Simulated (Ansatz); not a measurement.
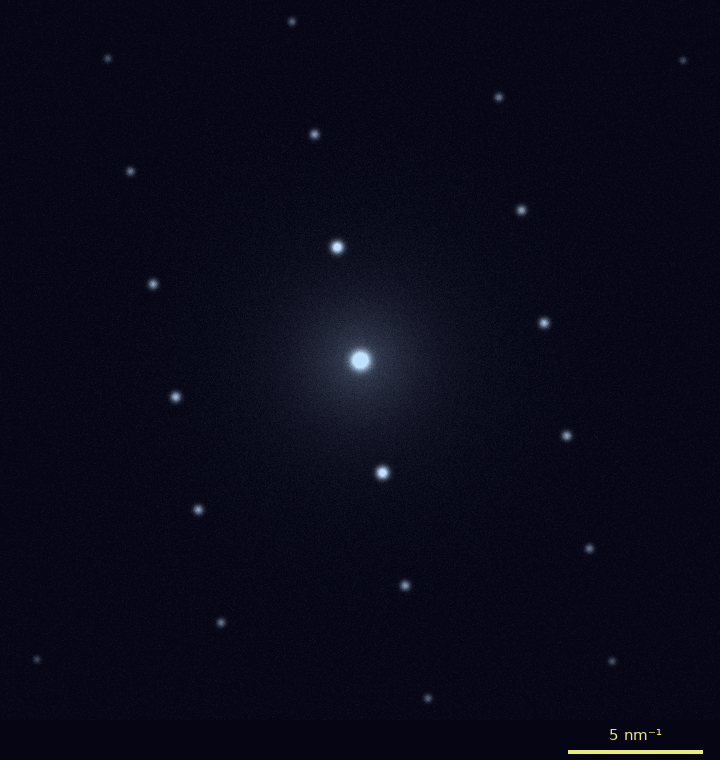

The pattern is a kinematic simulation for 300 kV electrons (no multiple scattering; isotropic B = 1 Å²).

### What net do the spots form, and what spacings does it show?

The spots form a rectangular net whose two shortest vectors correspond to d = 2.32 Å and 1.42 Å, 90.0° apart.

### What is the point symmetry of the pattern, intensities included?

2mm. A zero-layer kinematic pattern is always centrosymmetric (Friedel's law).

### Which crystal and zone produced it?

This cannot be fixed from one zone alone; the pattern is [211] of Al, space group Fm-3m (No. 225), a = 4.015 Å. The net vectors are -1 1 1 and 0 -2 2. Structure: the input geometry of an electronic-structure calculation (not necessarily at equilibrium).
